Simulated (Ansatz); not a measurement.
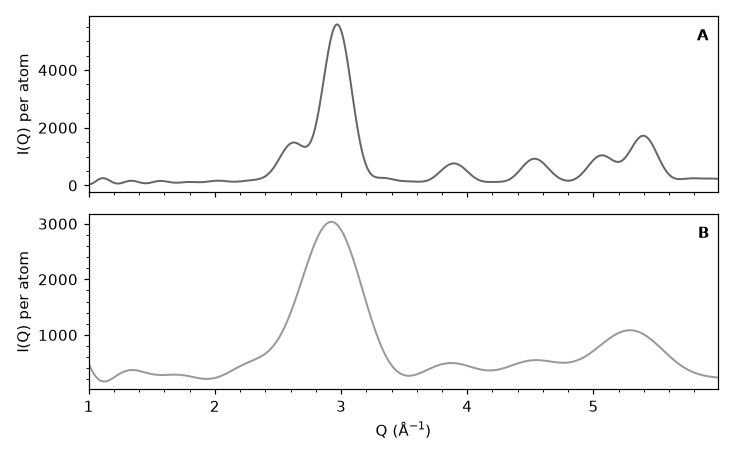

X-ray scattering of spheres cut from the crystal structure of Ru (P6_3/mmc, a = 2.768 Å, b = 2.768 Å, c = 4.348 Å, α = 90.00°, β = 90.00°, γ = 120.00°), calculated atom by atom with the Debye equation (B = 0.5 Å², no relaxation of the surface). It is based on the input geometry of an electronic-structure calculation (not necessarily at equilibrium).

Q: The spheres are 14 and 28 Å across. Which curve is which?

A: curve A: 28 Å (787 atoms); curve B: 14 Å (93 atoms). Peak widths go roughly as 2π/D, so the largest sphere has the sharpest peaks.

Q: Index the main peaks of the largest sphere.

A: Q ≈ 2.97 Å⁻¹: 101; Q ≈ 3.89 Å⁻¹: 102; Q ≈ 4.53 Å⁻¹: 110; Q ≈ 5.07 Å⁻¹: 103; Q ≈ 5.39 Å⁻¹: 112 + 201.
